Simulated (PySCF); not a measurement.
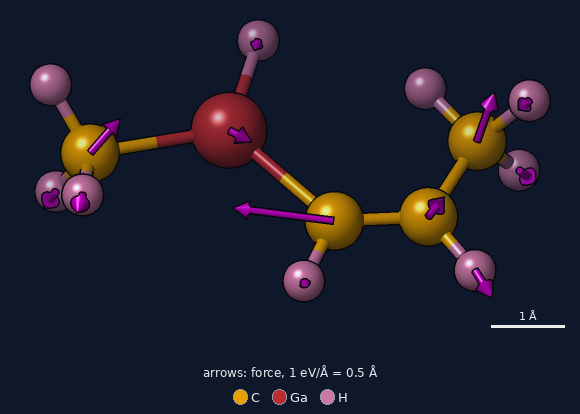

Starting geometry of C4H9Ga with the computed forces as purple arrows. Style: ball-and-stick. Shown at a tilt.

The start comes from GFN2-xTB. Its atoms were then displaced at random by about 0.01 Å.

The calculation used PySCF 2.14.0, density-fitted response routines, PBE0-D3(BJ)/def2-SVP geometry optimisation, gas phase. 

Q: Is this structure relaxed? If not, where do the atoms go?

A: It isn't relaxed: the largest force vector, on a C atom, is 2.87 eV/Å. The final displacements follow the starting forces only in part (cosine between the two patterns 0.38). The atom that moves furthest after the best rigid fit is an H atom (0.11 Å). Largest moves by element: H 0.11 Å, C 0.10 Å, Ga 0.03 Å. Some distances before and after: C–Ga 2.058 → 1.954 Å, Ga–H 1.610 → 1.578 Å, C–Ga 2.001 → 1.970 Å, C–C 1.317 → 1.347 Å. Bond angles that change, for instance: Ga–C–H 111.9° → 117.2°, C–C–C 123.4° → 127.3°, C–C–H 121.5° → 118.5°. After 8 geometry steps the energy has fallen by 5.00 kcal/mol.
